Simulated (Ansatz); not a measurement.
# BH₂− (triplet): B3LYP, wB97M-V over a scan of the distance B1–H2, aug-cc-pVDZ, part 1 of 2

How well do these functionals follow the top wave-function level for BH₂− (triplet) over a scan of the distance B1–H2?

Method: aug-cc-pVDZ, all electrons in the functionals; program: Ansatz 0.2.0, Gaussian basis.

To be run: B3LYP, wB97M-V, at 0.989 Å; 1.098 Å; 1.209 Å; 1.360 Å; 1.497 Å; 1.664 Å; 1.919 Å; 2.264 Å; 2.654 Å; 3.342 Å; 4.205 Å.

## Step 1: The geometry

The geometry derives from a PBE0/def2-TZVPD stationary point (not a proven minimum). One bond is set to the value named and the two fragments are kept rigid.

3 atoms, charge -1, spin multiplicity 3.

Atoms are counted from 1 here; the program's logs count them from 0.

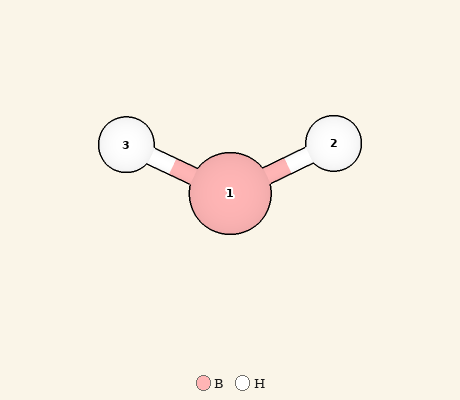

The geometry (boron pink, hydrogen white); atoms are numbered from 1 in the order of the file.

No dispersion term is added; wB97M-V holds VV10 nonlocal correlation. B3LYP takes the VWN-RPA correlation.

The geometry shown and the zero of energy belong to the point 1.209 Å. The yardstick, FCI, and other wave-function levels (R restricted, U unrestricted, valence and pair active spaces) come from earlier runs.

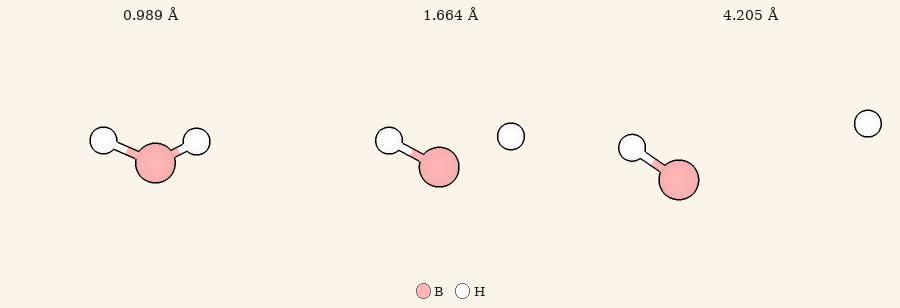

Three points of the scan; sticks are drawn by distance.

## Step 2: B3LYP, 0.989 Å

in.yaml

```yaml
crystal:
  periodic: [false, false, false]
  atoms:
    - {symbol: B, position_ang: [0.000000, -0.074440, -0.015608]}
    - {symbol: H, position_ang: [0.000000, 0.351782, -0.908052]}
    - {symbol: H, position_ang: [0.000000, 0.446644, 1.075465]}
basis:
  gaussian: {orbitals: aug-cc-pVDZ}
total_charge: -1
magnetization: {spin_polarized: true, initial_magnetization: 2}
hamiltonian: {xc: {name: B3LYP}}
```

Started as:

```
> ansatz run in.yaml --threads 1 --pin off --events-out ev --progress --plain --max-ram 4096MiB --backend cpu
```

Output:

```text
Functional definition: B3LYP
  name "B3LYP"
  cite "Stephens, Devlin, Chabalowski & Frisch, J. Phys. Chem. 98, 11623 (1994) doi:10.1021/j100096a001"
  cite "Becke, Phys. Rev. A 38, 3098 (1988) doi:10.1103/PhysRevA.38.3098"
  cite "Lee, Yang & Parr, Phys. Rev. B 37, 785 (1988) doi:10.1103/PhysRevB.37.785"
  cite "Vosko, Wilk & Nusair, Can. J. Phys. 58, 1200 (1980) doi:10.1139/p80-159"
  parameter a0 = 0.2
  parameter ax = 0.72
  parameter ac = 0.81
  exchange = (1 - a0 - ax)*slater_x + ax*b88_x + a0*exact_x
  correlation = (1 - ac)*vwn_rpa_c + ac*lyp_c
329 factors; their error is unknown
mean field evaluation 1: about -705.0058 eV, gradient 5.8e0 eV
mean field evaluation 2: about -704.9602 eV, gradient 5.9e0 eV
mean field evaluation 4: about -705.3227 eV, gradient 2.2e-1 eV
mean field evaluation 8: about -705.3192 eV, gradient 2.7e-3 eV
mean field evaluation 16: about -703.5993 eV, gradient 6.3e0 eV
mean field evaluation 32: about -703.9837 eV, gradient 1.7e-2 eV
mean field -705.31922357 eV, -25.9200033835 hartree, gradient 5.1e-5 eV, S^2 2.002831; 7 other end points of the search recorded, 0 dependent functions left out
reference -705.31939072 eV, -25.9200095263 hartree; 5, 3 occupied and 36, 38 virtual orbitals, 329 factors
Total energy: -705.31939072 eV, -25.9200095263 hartree
```

Run time: 1.4 s. Hardware: 1 thread of AMD EPYC 7R13, shared host.

From the report: ⟨S²⟩ of the determinant 2.003 (pure triplet: 2.00).

## Step 3: B3LYP, 1.098 Å

in.yaml

```yaml
crystal:
  periodic: [false, false, false]
  atoms:
    - {symbol: B, position_ang: [0.000000, -0.078131, -0.007879]}
    - {symbol: H, position_ang: [0.000000, 0.395065, -0.998682]}
    - {symbol: H, position_ang: [0.000000, 0.442953, 1.083194]}
basis:
  gaussian: {orbitals: aug-cc-pVDZ}
total_charge: -1
magnetization: {spin_polarized: true, initial_magnetization: 2}
hamiltonian: {xc: {name: B3LYP}}
```

Launched as before.

Output (excerpt; [...] marks lines left out):

```text
Functional definition: B3LYP
  name "B3LYP"
  cite "Stephens, Devlin, Chabalowski & Frisch, J. Phys. Chem. 98, 11623 (1994) doi:10.1021/j100096a001"
  cite "Becke, Phys. Rev. A 38, 3098 (1988) doi:10.1103/PhysRevA.38.3098"
  cite "Lee, Yang & Parr, Phys. Rev. B 37, 785 (1988) doi:10.1103/PhysRevB.37.785"
  cite "Vosko, Wilk & Nusair, Can. J. Phys. 58, 1200 (1980) doi:10.1139/p80-159"
[...]
329 factors; their error is unknown
[...]
mean field -705.95905470 eV, -25.9435167440 hartree, gradient 5.3e-5 eV, S^2 2.002995; 5 other end points of the search recorded, 0 dependent functions left out
reference -705.95922582 eV, -25.9435230325 hartree; 5, 3 occupied and 36, 38 virtual orbitals, 329 factors
Total energy: -705.95922582 eV, -25.9435230325 hartree
```

Wall time 0.88 s (1 thread of AMD EPYC 7R13, shared host).

From the report: ⟨S²⟩ of the determinant 2.003 (pure triplet: 2.00).

## Step 4: B3LYP, 1.209 Å

in.yaml

```yaml
crystal:
  periodic: [false, false, false]
  atoms:
    - {symbol: B, position_ang: [0.000000, -0.081894, 0.000000]}
    - {symbol: H, position_ang: [0.000000, 0.439190, -1.091073]}
    - {symbol: H, position_ang: [0.000000, 0.439190, 1.091073]}
basis:
  gaussian: {orbitals: aug-cc-pVDZ}
total_charge: -1
magnetization: {spin_polarized: true, initial_magnetization: 2}
hamiltonian: {xc: {name: B3LYP}}
```

Launched as before.

Output (excerpt; [...] marks lines left out):

```text
Functional definition: B3LYP
  name "B3LYP"
  cite "Stephens, Devlin, Chabalowski & Frisch, J. Phys. Chem. 98, 11623 (1994) doi:10.1021/j100096a001"
  cite "Becke, Phys. Rev. A 38, 3098 (1988) doi:10.1103/PhysRevA.38.3098"
  cite "Lee, Yang & Parr, Phys. Rev. B 37, 785 (1988) doi:10.1103/PhysRevB.37.785"
  cite "Vosko, Wilk & Nusair, Can. J. Phys. 58, 1200 (1980) doi:10.1139/p80-159"
[...]
329 factors; their error is unknown
[...]
mean field -706.12904342 eV, -25.9497637142 hartree, gradient 2.3e-5 eV, S^2 2.003187; 3 other end points of the search recorded, 0 dependent functions left out
reference -706.12921734 eV, -25.9497701056 hartree; 5, 3 occupied and 36, 38 virtual orbitals, 329 factors
Total energy: -706.12921734 eV, -25.9497701056 hartree
```

Wall time 0.78 s (1 thread of AMD EPYC 7R13, shared host).

From the report: ⟨S²⟩ of the determinant 2.003 (pure triplet: 2.00).

## Step 5: B3LYP, 1.360 Å

in.yaml

```yaml
crystal:
  periodic: [false, false, false]
  atoms:
    - {symbol: B, position_ang: [0.000000, -0.087003, 0.010699]}
    - {symbol: H, position_ang: [0.000000, 0.499104, -1.216525]}
    - {symbol: H, position_ang: [0.000000, 0.434081, 1.101772]}
basis:
  gaussian: {orbitals: aug-cc-pVDZ}
total_charge: -1
magnetization: {spin_polarized: true, initial_magnetization: 2}
hamiltonian: {xc: {name: B3LYP}}
```

Same command.

Output (excerpt; [...] marks lines left out):

```text
Functional definition: B3LYP
  name "B3LYP"
  cite "Stephens, Devlin, Chabalowski & Frisch, J. Phys. Chem. 98, 11623 (1994) doi:10.1021/j100096a001"
  cite "Becke, Phys. Rev. A 38, 3098 (1988) doi:10.1103/PhysRevA.38.3098"
  cite "Lee, Yang & Parr, Phys. Rev. B 37, 785 (1988) doi:10.1103/PhysRevB.37.785"
  cite "Vosko, Wilk & Nusair, Can. J. Phys. 58, 1200 (1980) doi:10.1139/p80-159"
[...]
329 factors; their error is unknown
[...]
mean field -705.94314841 eV, -25.9429321986 hartree, gradient 2.7e-5 eV, S^2 2.003449; 2 other end points of the search recorded, 0 dependent functions left out
reference -705.94332537 eV, -25.9429387018 hartree; 5, 3 occupied and 36, 38 virtual orbitals, 329 factors
Total energy: -705.94332537 eV, -25.9429387018 hartree
```

Wall time 0.45 s (1 thread of AMD EPYC 7R13, shared host).

From the report: ⟨S²⟩ of the determinant 2.003 (pure triplet: 2.00).

From 1.209 Å: +4.3 kcal/mol.

## Step 6: B3LYP, 1.497 Å

in.yaml

```yaml
crystal:
  periodic: [false, false, false]
  atoms:
    - {symbol: B, position_ang: [0.000000, -0.091643, 0.020413]}
    - {symbol: H, position_ang: [0.000000, 0.553507, -1.330435]}
    - {symbol: H, position_ang: [0.000000, 0.429441, 1.111486]}
basis:
  gaussian: {orbitals: aug-cc-pVDZ}
total_charge: -1
magnetization: {spin_polarized: true, initial_magnetization: 2}
hamiltonian: {xc: {name: B3LYP}}
```

Same command.

Output (excerpt; [...] marks lines left out):

```text
Functional definition: B3LYP
  name "B3LYP"
  cite "Stephens, Devlin, Chabalowski & Frisch, J. Phys. Chem. 98, 11623 (1994) doi:10.1021/j100096a001"
  cite "Becke, Phys. Rev. A 38, 3098 (1988) doi:10.1103/PhysRevA.38.3098"
  cite "Lee, Yang & Parr, Phys. Rev. B 37, 785 (1988) doi:10.1103/PhysRevB.37.785"
  cite "Vosko, Wilk & Nusair, Can. J. Phys. 58, 1200 (1980) doi:10.1139/p80-159"
[...]
329 factors; their error is unknown
[...]
mean field -705.57975355 eV, -25.9295776837 hartree, gradient 3.0e-5 eV, S^2 2.003618; 0 other end points of the search recorded, 0 dependent functions left out
reference -705.57993500 eV, -25.9295843520 hartree; 5, 3 occupied and 36, 38 virtual orbitals, 329 factors
Total energy: -705.57993500 eV, -25.9295843520 hartree
```

Run time: 0.45 s. Hardware: 1 thread of AMD EPYC 7R13, shared host.

From the report: ⟨S²⟩ of the determinant 2.004 (pure triplet: 2.00).

From 1.209 Å: +12.7 kcal/mol.

## Step 7: B3LYP, 1.664 Å

in.yaml

```yaml
crystal:
  periodic: [false, false, false]
  atoms:
    - {symbol: B, position_ang: [0.000000, -0.097298, 0.032255]}
    - {symbol: H, position_ang: [0.000000, 0.619822, -1.469289]}
    - {symbol: H, position_ang: [0.000000, 0.423786, 1.123328]}
basis:
  gaussian: {orbitals: aug-cc-pVDZ}
total_charge: -1
magnetization: {spin_polarized: true, initial_magnetization: 2}
hamiltonian: {xc: {name: B3LYP}}
```

Launched as before.

Output (excerpt; [...] marks lines left out):

```text
Functional definition: B3LYP
  name "B3LYP"
  cite "Stephens, Devlin, Chabalowski & Frisch, J. Phys. Chem. 98, 11623 (1994) doi:10.1021/j100096a001"
  cite "Becke, Phys. Rev. A 38, 3098 (1988) doi:10.1103/PhysRevA.38.3098"
  cite "Lee, Yang & Parr, Phys. Rev. B 37, 785 (1988) doi:10.1103/PhysRevB.37.785"
  cite "Vosko, Wilk & Nusair, Can. J. Phys. 58, 1200 (1980) doi:10.1139/p80-159"
[...]
329 factors; their error is unknown
[...]
mean field -705.06111733 eV, -25.9105181543 hartree, gradient 2.0e-5 eV, S^2 2.003618; 0 other end points of the search recorded, 0 dependent functions left out
reference -705.06130336 eV, -25.9105249909 hartree; 5, 3 occupied and 36, 38 virtual orbitals, 329 factors
Total energy: -705.06130336 eV, -25.9105249909 hartree
```

Run time: 0.42 s. Hardware: 1 thread of AMD EPYC 7R13, shared host.

From the report: ⟨S²⟩ of the determinant 2.004 (pure triplet: 2.00).

From 1.209 Å: +24.6 kcal/mol.

## Step 8: B3LYP, 1.919 Å

in.yaml

```yaml
crystal:
  periodic: [false, false, false]
  atoms:
    - {symbol: B, position_ang: [0.000000, -0.105934, 0.050337]}
    - {symbol: H, position_ang: [0.000000, 0.721081, -1.681312]}
    - {symbol: H, position_ang: [0.000000, 0.415150, 1.141410]}
basis:
  gaussian: {orbitals: aug-cc-pVDZ}
total_charge: -1
magnetization: {spin_polarized: true, initial_magnetization: 2}
hamiltonian: {xc: {name: B3LYP}}
```

Same command.

Output (excerpt; [...] marks lines left out):

```text
Functional definition: B3LYP
  name "B3LYP"
  cite "Stephens, Devlin, Chabalowski & Frisch, J. Phys. Chem. 98, 11623 (1994) doi:10.1021/j100096a001"
  cite "Becke, Phys. Rev. A 38, 3098 (1988) doi:10.1103/PhysRevA.38.3098"
  cite "Lee, Yang & Parr, Phys. Rev. B 37, 785 (1988) doi:10.1103/PhysRevB.37.785"
  cite "Vosko, Wilk & Nusair, Can. J. Phys. 58, 1200 (1980) doi:10.1139/p80-159"
[...]
329 factors; their error is unknown
[...]
mean field -704.31536902 eV, -25.8831124094 hartree, gradient 2.9e-5 eV, S^2 2.003455; 1 other end points of the search recorded, 0 dependent functions left out
reference -704.31556003 eV, -25.8831194290 hartree; 5, 3 occupied and 36, 38 virtual orbitals, 329 factors
Total energy: -704.31556003 eV, -25.8831194290 hartree
```

Wall time 0.48 s (1 thread of AMD EPYC 7R13, shared host).

From the report: ⟨S²⟩ of the determinant 2.003 (pure triplet: 2.00).

From 1.209 Å: +41.8 kcal/mol.

## Step 9: B3LYP, 2.264 Å

in.yaml

```yaml
crystal:
  periodic: [false, false, false]
  atoms:
    - {symbol: B, position_ang: [0.000000, -0.117618, 0.074800]}
    - {symbol: H, position_ang: [0.000000, 0.858080, -1.968166]}
    - {symbol: H, position_ang: [0.000000, 0.403466, 1.165873]}
basis:
  gaussian: {orbitals: aug-cc-pVDZ}
total_charge: -1
magnetization: {spin_polarized: true, initial_magnetization: 2}
hamiltonian: {xc: {name: B3LYP}}
```

The command is unchanged.

Output (excerpt; [...] marks lines left out):

```text
Functional definition: B3LYP
  name "B3LYP"
  cite "Stephens, Devlin, Chabalowski & Frisch, J. Phys. Chem. 98, 11623 (1994) doi:10.1021/j100096a001"
  cite "Becke, Phys. Rev. A 38, 3098 (1988) doi:10.1103/PhysRevA.38.3098"
  cite "Lee, Yang & Parr, Phys. Rev. B 37, 785 (1988) doi:10.1103/PhysRevB.37.785"
  cite "Vosko, Wilk & Nusair, Can. J. Phys. 58, 1200 (1980) doi:10.1139/p80-159"
[...]
329 factors; their error is unknown
[...]
mean field -703.56935428 eV, -25.8556968733 hartree, gradient 2.5e-5 eV, S^2 2.012764; 4 other end points of the search recorded, 0 dependent functions left out
reference -703.56954973 eV, -25.8557040559 hartree; 5, 3 occupied and 36, 38 virtual orbitals, 329 factors
Total energy: -703.56954973 eV, -25.8557040559 hartree
```

Wall time 0.54 s (1 thread of AMD EPYC 7R13, shared host).

From the report: ⟨S²⟩ of the determinant 2.013 (pure triplet: 2.00).

From 1.209 Å: +59.0 kcal/mol.

## Step 10: B3LYP, 2.654 Å

in.yaml

```yaml
crystal:
  periodic: [false, false, false]
  atoms:
    - {symbol: B, position_ang: [0.000000, -0.130825, 0.102454]}
    - {symbol: H, position_ang: [0.000000, 1.012947, -2.292436]}
    - {symbol: H, position_ang: [0.000000, 0.390259, 1.193527]}
basis:
  gaussian: {orbitals: aug-cc-pVDZ}
total_charge: -1
magnetization: {spin_polarized: true, initial_magnetization: 2}
hamiltonian: {xc: {name: B3LYP}}
```

Launched as before.

Output (excerpt; [...] marks lines left out):

```text
Functional definition: B3LYP
  name "B3LYP"
  cite "Stephens, Devlin, Chabalowski & Frisch, J. Phys. Chem. 98, 11623 (1994) doi:10.1021/j100096a001"
  cite "Becke, Phys. Rev. A 38, 3098 (1988) doi:10.1103/PhysRevA.38.3098"
  cite "Lee, Yang & Parr, Phys. Rev. B 37, 785 (1988) doi:10.1103/PhysRevB.37.785"
  cite "Vosko, Wilk & Nusair, Can. J. Phys. 58, 1200 (1980) doi:10.1139/p80-159"
[...]
329 factors; their error is unknown
[...]
mean field -703.08693742 eV, -25.8379683806 hartree, gradient 5.3e-6 eV, S^2 2.051066; 3 other end points of the search recorded, 0 dependent functions left out
reference -703.08713735 eV, -25.8379757281 hartree; 5, 3 occupied and 36, 38 virtual orbitals, 329 factors
Total energy: -703.08713735 eV, -25.8379757281 hartree
```

It took 0.63 s on 1 thread of AMD EPYC 7R13, shared host.

From the report: ⟨S²⟩ of the determinant 2.051 (pure triplet: 2.00).

From 1.209 Å: +70.2 kcal/mol.

## Step 11: B3LYP, 3.342 Å

in.yaml

```yaml
crystal:
  periodic: [false, false, false]
  atoms:
    - {symbol: B, position_ang: [0.000000, -0.154124, 0.151239]}
    - {symbol: H, position_ang: [0.000000, 1.286150, -2.864482]}
    - {symbol: H, position_ang: [0.000000, 0.366960, 1.242312]}
basis:
  gaussian: {orbitals: aug-cc-pVDZ}
total_charge: -1
magnetization: {spin_polarized: true, initial_magnetization: 2}
hamiltonian: {xc: {name: B3LYP}}
```

Launched as before.

Output (excerpt; [...] marks lines left out):

```text
Functional definition: B3LYP
  name "B3LYP"
  cite "Stephens, Devlin, Chabalowski & Frisch, J. Phys. Chem. 98, 11623 (1994) doi:10.1021/j100096a001"
  cite "Becke, Phys. Rev. A 38, 3098 (1988) doi:10.1103/PhysRevA.38.3098"
  cite "Lee, Yang & Parr, Phys. Rev. B 37, 785 (1988) doi:10.1103/PhysRevB.37.785"
  cite "Vosko, Wilk & Nusair, Can. J. Phys. 58, 1200 (1980) doi:10.1139/p80-159"
[...]
329 factors; their error is unknown
[...]
mean field -702.74149225 eV, -25.8252735047 hartree, gradient 6.9e-6 eV, S^2 2.062432; 5 other end points of the search recorded, 0 dependent functions left out
reference -702.74169902 eV, -25.8252811034 hartree; 5, 3 occupied and 36, 38 virtual orbitals, 329 factors
Total energy: -702.74169902 eV, -25.8252811034 hartree
```

It took 0.88 s on 1 thread of AMD EPYC 7R13, shared host.

From the report: ⟨S²⟩ of the determinant 2.062 (pure triplet: 2.00).

From 1.209 Å: +78.1 kcal/mol.

## Step 12: B3LYP, 4.205 Å

in.yaml

```yaml
crystal:
  periodic: [false, false, false]
  atoms:
    - {symbol: B, position_ang: [0.000000, -0.183350, 0.212433]}
    - {symbol: H, position_ang: [0.000000, 1.628844, -3.582033]}
    - {symbol: H, position_ang: [0.000000, 0.337734, 1.303506]}
basis:
  gaussian: {orbitals: aug-cc-pVDZ}
total_charge: -1
magnetization: {spin_polarized: true, initial_magnetization: 2}
hamiltonian: {xc: {name: B3LYP}}
```

Launched as before.

Output (excerpt; [...] marks lines left out):

```text
Functional definition: B3LYP
  name "B3LYP"
  cite "Stephens, Devlin, Chabalowski & Frisch, J. Phys. Chem. 98, 11623 (1994) doi:10.1021/j100096a001"
  cite "Becke, Phys. Rev. A 38, 3098 (1988) doi:10.1103/PhysRevA.38.3098"
  cite "Lee, Yang & Parr, Phys. Rev. B 37, 785 (1988) doi:10.1103/PhysRevB.37.785"
  cite "Vosko, Wilk & Nusair, Can. J. Phys. 58, 1200 (1980) doi:10.1139/p80-159"
[...]
329 factors; their error is unknown
[...]
mean field -702.61804674 eV, -25.8207369659 hartree, gradient 9.9e-6 eV, S^2 2.045117; 7 other end points of the search recorded, 0 dependent functions left out
reference -702.61826297 eV, -25.8207449125 hartree; 5, 3 occupied and 36, 38 virtual orbitals, 329 factors
Total energy: -702.61826297 eV, -25.8207449125 hartree
```

It took 1.5 s on 1 thread of AMD EPYC 7R13, shared host.

From the report: ⟨S²⟩ of the determinant 2.045 (pure triplet: 2.00).

From 1.209 Å: +81.0 kcal/mol.

## Step 13: wB97M-V, 0.989 Å

in.yaml

```yaml
crystal:
  periodic: [false, false, false]
  atoms:
    - {symbol: B, position_ang: [0.000000, -0.074440, -0.015608]}
    - {symbol: H, position_ang: [0.000000, 0.351782, -0.908052]}
    - {symbol: H, position_ang: [0.000000, 0.446644, 1.075465]}
basis:
  gaussian: {orbitals: aug-cc-pVDZ}
total_charge: -1
magnetization: {spin_polarized: true, initial_magnetization: 2}
hamiltonian: {xc: {name: wB97M-V}}
output: {orbitals: {seedname: orbitals}}
```

Launched as before.

Output (excerpt; [...] marks lines left out):

```text
Functional definition: wB97M-V
  name "wB97M-V"
  cite "Mardirossian & Head-Gordon, J. Chem. Phys. 144, 214110 (2016) doi:10.1063/1.4952647"
  cite "Becke, J. Chem. Phys. 107, 8554 (1997) doi:10.1063/1.475007"
  cite "Vydrov & Van Voorhis, J. Chem. Phys. 133, 244103 (2010) doi:10.1063/1.3521275"
  # Of w^i u^j: cxij and so on, Table III.
[...]
  gx(w, u) = 1 - cx + cx01*u + cx10*w
  gss(w, u) = css00 + css04*u^4 + css10*w + css20*w^2 + css43*w^4*u^3
  gos(w, u) = cos00 + cos10*w + (cos20 + cos21*u)*w^2 + (cos60 + cos61*u)*w^6
[...]
      + integral(e_c_pw_mod_opposite_spin*gos(b97_w_opposite, b97_u_opposite)) + vv10(b, c)
329 factors; their error is unknown
198 factors; integrals over basis functions are off by at most 3.4e-6 eV
[...]
mean field -704.25341734 eV, -25.8808357273 hartree, gradient 3.6e-5 eV, S^2 2.001976; 0 other end points of the search recorded, 0 dependent functions left out
reference -704.25345308 eV, -25.8808370407 hartree; 5, 3 occupied and 36, 38 virtual orbitals, 329 factors
Total energy: -704.25345308 eV, -25.8808370407 hartree
```

Run time: 1.5 s. Hardware: 1 thread of AMD EPYC 7R13, shared host.

From the report: ⟨S²⟩ of the determinant 2.002 (pure triplet: 2.00).

## Step 14: wB97M-V, 1.098 Å

in.yaml

```yaml
crystal:
  periodic: [false, false, false]
  atoms:
    - {symbol: B, position_ang: [0.000000, -0.078131, -0.007879]}
    - {symbol: H, position_ang: [0.000000, 0.395065, -0.998682]}
    - {symbol: H, position_ang: [0.000000, 0.442953, 1.083194]}
basis:
  gaussian: {orbitals: aug-cc-pVDZ}
total_charge: -1
magnetization: {spin_polarized: true, initial_magnetization: 2}
hamiltonian: {xc: {name: wB97M-V}}
output: {orbitals: {seedname: orbitals}}
```

Same command.

Output (excerpt; [...] marks lines left out):

```text
Functional definition: wB97M-V
  name "wB97M-V"
  cite "Mardirossian & Head-Gordon, J. Chem. Phys. 144, 214110 (2016) doi:10.1063/1.4952647"
  cite "Becke, J. Chem. Phys. 107, 8554 (1997) doi:10.1063/1.475007"
  cite "Vydrov & Van Voorhis, J. Chem. Phys. 133, 244103 (2010) doi:10.1063/1.3521275"
  # Of w^i u^j: cxij and so on, Table III.
[...]
  gx(w, u) = 1 - cx + cx01*u + cx10*w
  gss(w, u) = css00 + css04*u^4 + css10*w + css20*w^2 + css43*w^4*u^3
  gos(w, u) = cos00 + cos10*w + (cos20 + cos21*u)*w^2 + (cos60 + cos61*u)*w^6
[...]
      + integral(e_c_pw_mod_opposite_spin*gos(b97_w_opposite, b97_u_opposite)) + vv10(b, c)
329 factors; their error is unknown
198 factors; integrals over basis functions are off by at most 3.5e-6 eV
[...]
mean field -704.89078360 eV, -25.9042585051 hartree, gradient 5.3e-5 eV, S^2 2.002053; 1 other end points of the search recorded, 0 dependent functions left out
reference -704.89081988 eV, -25.9042598384 hartree; 5, 3 occupied and 36, 38 virtual orbitals, 329 factors
Total energy: -704.89081988 eV, -25.9042598384 hartree
```

Wall time 1.5 s (1 thread of AMD EPYC 7R13, shared host).

From the report: ⟨S²⟩ of the determinant 2.002 (pure triplet: 2.00).

## Step 15: wB97M-V, 1.209 Å

in.yaml

```yaml
crystal:
  periodic: [false, false, false]
  atoms:
    - {symbol: B, position_ang: [0.000000, -0.081894, 0.000000]}
    - {symbol: H, position_ang: [0.000000, 0.439190, -1.091073]}
    - {symbol: H, position_ang: [0.000000, 0.439190, 1.091073]}
basis:
  gaussian: {orbitals: aug-cc-pVDZ}
total_charge: -1
magnetization: {spin_polarized: true, initial_magnetization: 2}
hamiltonian: {xc: {name: wB97M-V}}
output: {orbitals: {seedname: orbitals}}
```

Launched as before.

Output (excerpt; [...] marks lines left out):

```text
Functional definition: wB97M-V
  name "wB97M-V"
  cite "Mardirossian & Head-Gordon, J. Chem. Phys. 144, 214110 (2016) doi:10.1063/1.4952647"
  cite "Becke, J. Chem. Phys. 107, 8554 (1997) doi:10.1063/1.475007"
  cite "Vydrov & Van Voorhis, J. Chem. Phys. 133, 244103 (2010) doi:10.1063/1.3521275"
  # Of w^i u^j: cxij and so on, Table III.
[...]
  gx(w, u) = 1 - cx + cx01*u + cx10*w
  gss(w, u) = css00 + css04*u^4 + css10*w + css20*w^2 + css43*w^4*u^3
  gos(w, u) = cos00 + cos10*w + (cos20 + cos21*u)*w^2 + (cos60 + cos61*u)*w^6
[...]
      + integral(e_c_pw_mod_opposite_spin*gos(b97_w_opposite, b97_u_opposite)) + vv10(b, c)
329 factors; their error is unknown
198 factors; integrals over basis functions are off by at most 3.6e-6 eV
[...]
mean field -705.05812287 eV, -25.9104081098 hartree, gradient 4.0e-5 eV, S^2 2.002161; 2 other end points of the search recorded, 0 dependent functions left out
reference -705.05815961 eV, -25.9104094601 hartree; 5, 3 occupied and 36, 38 virtual orbitals, 329 factors
Total energy: -705.05815961 eV, -25.9104094601 hartree
```

It took 1.5 s on 1 thread of AMD EPYC 7R13, shared host.

From the report: ⟨S²⟩ of the determinant 2.002 (pure triplet: 2.00).

(Continued in part 2 of 2.)
